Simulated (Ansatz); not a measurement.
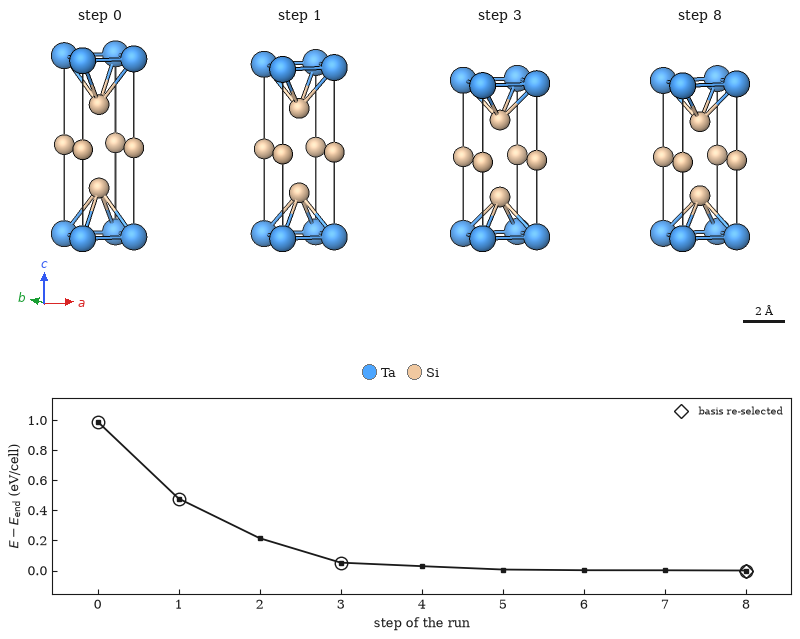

Frames of a relaxation of crystalline TaSi₃ (a generated structure, set up in P4/mmm) (coarse preliminary run), marked on the history of the run. A ball-and-stick model of the cell of the calculation, seen from a free direction.

Method: Ansatz 0.2.0, DFT PBE, scalar-relativistic, plane waves, PAW. (plane-wave cutoff 420 eV; k-point mesh 6 × 6 × 2; occupations gaussian; smearing width 0.1 eV; no spin polarisation; cell and atoms relaxed; force threshold 0.04 eV/Å; at most 70 steps)

Question: What happens along the run?

Answer: The largest moves relative to the cell, 0.057 Å, are those of Si atoms. Ta stays in place. The drawn cell changes as follows: a = b 2.671 → 2.819 Å (+5.5 %), c 8.792 → 7.552 Å (−14.1 %); the volume changes by −4.4 %. Near-neighbour distances that change, for instance: Si–Ta 3.004 → 2.788 Å, Ta–Ta 2.671 → 2.819 Å. Bond angles that change, for instance: Ta–Si–Ta 77.9° → 91.3°. The space group stays P4/mmm (No. 123). After 7 accepted moves (8 points after the start) the energy has fallen by 0.991 eV per cell of the calculation. Largest force component: 1.1 eV/Å at the start, 0.00069 eV/Å at the end. The pressure goes from −2.08 to −0.08 GPa. At 1 point the geometry stayed and the basis and grid were re-selected for the new cell (energy shift of 1.5 meV per cell of the calculation at most each time). Cost: 9.1 s on 1 thread of Intel(R) Xeon(R) 6975P-C (Granite Rapids), with other jobs on the host, peak memory 0.38 GiB. From step 0 to 1: Si atoms move most (0.13 Å), volume −3.2 %, energy −0.512 eV per cell of the calculation. From step 1 to 3: Si atoms move most (0.02 Å), volume −0.7 %, energy −0.427 eV per cell of the calculation. From step 3 to 8: Si atoms move most (0.07 Å), volume −0.5 %, energy −52.3 meV per cell of the calculation.

Limits of the set-up: the k-point mesh is coarse for a cell with partly filled bands.
